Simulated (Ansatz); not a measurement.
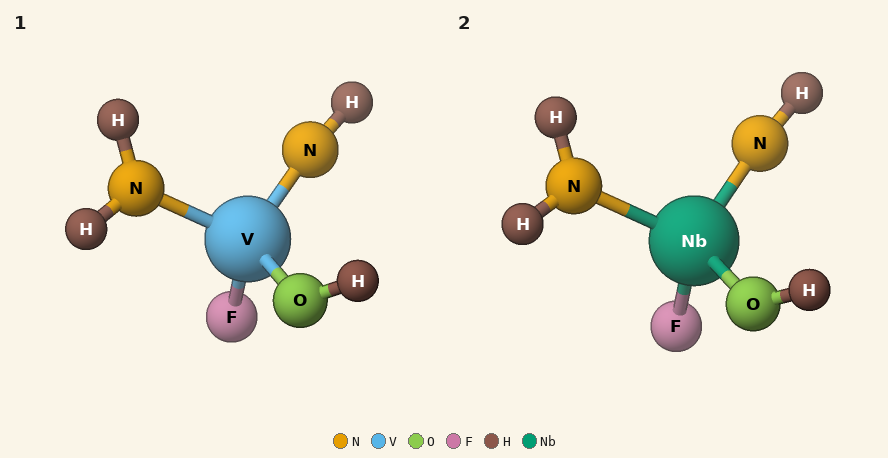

2 molecules with one skeleton, seen from the same side and at one scale. Charge 0, singlet. Computed geometries: PBE0-D4/def2-TZVP optimisations, one conformation each. Properties computed with Ansatz 0.2.0. Elements past Kr carry core potentials.

One atom differs, called X below: V in panel 1, Nb in panel 2. Their formulas are FH4N2OV (`[NH]=[V@]([NH2])([OH])[F]`), FH4N2NbO (`[NH]=[Nb@]([NH2])([OH])[F]`).

In which is the dipole moment larger (PBE0-D4/def2-TZVP)?

Answer. In panel 1 (X = V).

In which is the length of X–O larger (PBE0-D4/def2-TZVP)?

Answer. In panel 2 (X = Nb).

Give the values. With PBE0-D4/def2-TZVP: length of X–F (Å), length of X–O (Å), angle O–X–F (°), dipole moment (D), harmonic zero-point energy (kJ/mol). With PBE0-D4/def2-SVP: HOMO energy (Kohn–Sham orbital) (eV), HOMO–LUMO gap (eV).

| quantity | 1 (V) | 2 (Nb) | 2 − 1 |
| --- | --- | --- | --- |
| length of X–F (Å) | 1.749 | 1.890 | +0.141 |
| length of X–O (Å) | 1.769 | 1.902 | +0.133 |
| angle O–X–F (°) | 108.9 | 109.4 | +0.5 |
| HOMO energy (Kohn–Sham orbital) (eV) | −7.63 | −7.69 | −0.06 |
| HOMO–LUMO gap (eV) | 5.94 | 7.17 | +1.23 |
| dipole moment (D) | 3.11 | 2.59 | −0.52 |
| harmonic zero-point energy (kJ/mol) | 145.7 | 143.4 | −2.3 |
